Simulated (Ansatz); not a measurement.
The parent structure is CuI in the zinc blende structure (space group F-43m, No. 216; a = 6.0789 Å).

It is then changed as follows: hydrostatic tension (pressure −2 GPa).

Method: PBE/PAW in Ansatz (an electronic-structure program), no SOC.

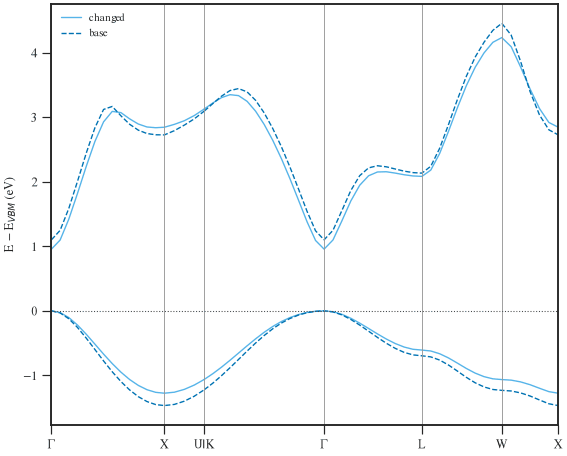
Highest valence and lowest conduction band along the path, each from its own valence-band maximum

The gap is 0.96 eV, direct at Γ; the base has 1.10 eV.

With I present, leaving out spin-orbit coupling can change the band edges. Load acts through the strain it causes; cell and atoms are relaxed under it. No phonon test of stability was made. The final runs are not spin-polarised.
